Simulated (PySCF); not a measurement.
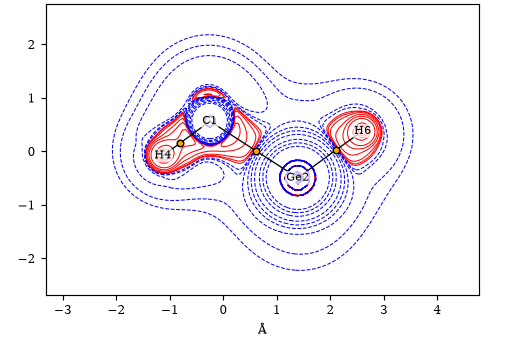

Figure 1: CH₆Ge, SMILES `C[GeH3]`. Negative Laplacian of the density (−∇²ρ) in the plane of C1, Ge2, H4 and H6 (solid red lines positive, dashed blue lines negative, contours at ±0.02 to ±8 a.u.), with bond paths and bond critical points (dots).

Computed with PySCF, PBE/def2-TZVP, geometry: GFN2-xTB. No frequency check shows the geometry to be a minimum. GFN2-xTB bond lengths at metals and heavier atoms can be off by up to 0.1 Å and shapes distorted, which carries into these values.

Sort the bonds in the plane by the sign of ∇²ρ at their critical points.

Answer. Concentrated (∇²ρ < 0): C1–H4 (−0.90 a.u.). Depleted (∇²ρ > 0): Ge2–H6 (+0.09 a.u., H = −0.084); C1–Ge2 (+0.08 a.u., H = −0.061). A positive Laplacian with clearly negative H marks a strongly polar covalent bond, whose critical point lies close to the core of the less electronegative atom.

Where along C1–H4 does the critical point lie?

Answer. 0.70 Å from C1 and 0.39 Å from H4.
